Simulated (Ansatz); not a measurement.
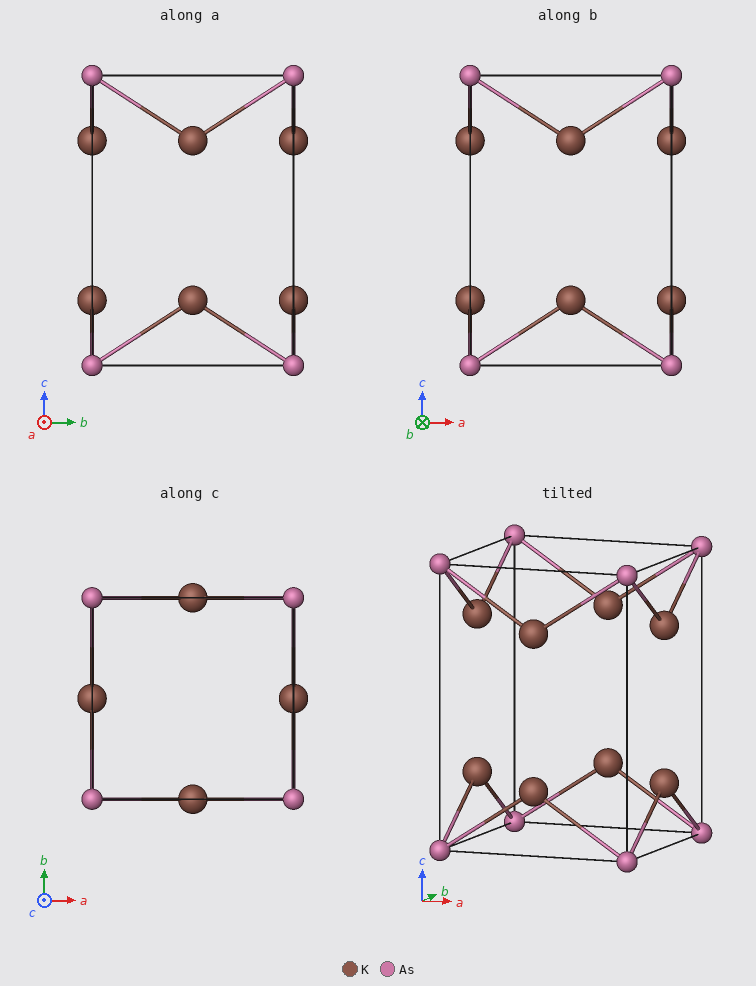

Crystal structure, ball-and-stick style, seen along the a axis, along the b axis, along the c axis and slightly off an axis. The frame is the conventional unit cell; atoms at its boundary are shown with their periodic copies.

Lattice parameters: a = 5.6371 Å, b = 5.6371 Å, c = 8.1146 Å, α = 90.000°, β = 90.000°, γ = 90.000°.

Convert the drawing into a CIF with its space group and independent sites, with free fractional coordinates to two decimals.

Answer.
```cif
data_structure
_symmetry_space_group_name_H-M 'P 4/m m m'
_symmetry_Int_Tables_number 123
_cell_length_a 5.6371
_cell_length_b 5.6371
_cell_length_c 8.1146
_cell_angle_alpha 90.000
_cell_angle_beta 90.000
_cell_angle_gamma 90.000
_cell_volume 257.86
loop_
_atom_site_label
_atom_site_type_symbol
_atom_site_symmetry_multiplicity
_atom_site_Wyckoff_symbol
_atom_site_fract_x
_atom_site_fract_y
_atom_site_fract_z
_atom_site_occupancy
K1 K 4 i 0.50 0.00 0.22 1
As1 As 1 a 0.00 0.00 0.00 1
```

Provenance: a structure type filled with these elements by a generator (whether the compound takes this form wasn't checked). It was relaxed at fixed volume with DFT PBE, scalar-relativistic, plane waves, PAW (Ansatz).
